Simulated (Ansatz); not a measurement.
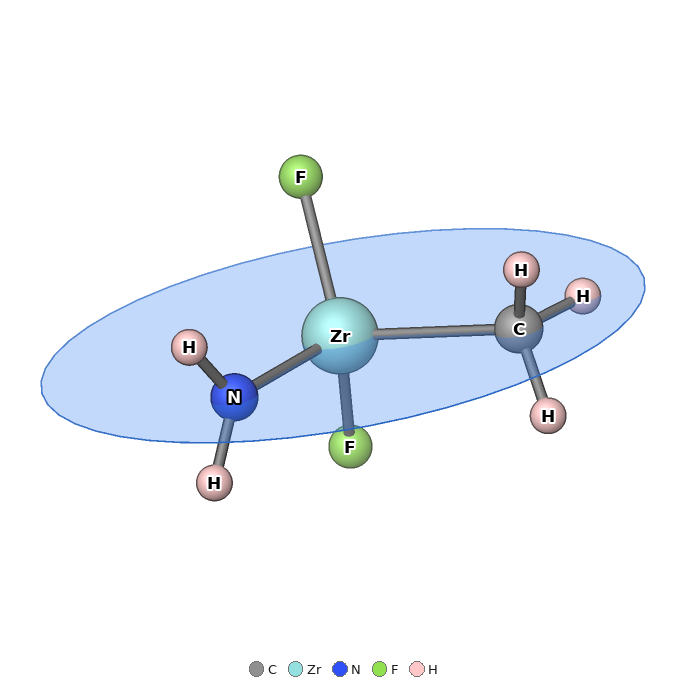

All proper rotation axes (lines) and mirror planes (discs) of the structure are drawn in. Atoms fade into the background with distance from the viewer. The species is neutral and a spin singlet. The computed structure is the end point of a PBE0-D4/def2-TZVP optimisation.

Name the symmetry elements and the point group.

Answer. It has 1 mirror plane. Point group Cs. The group has 2 operations. The geometry is achiral, and symmetry allows a dipole moment.
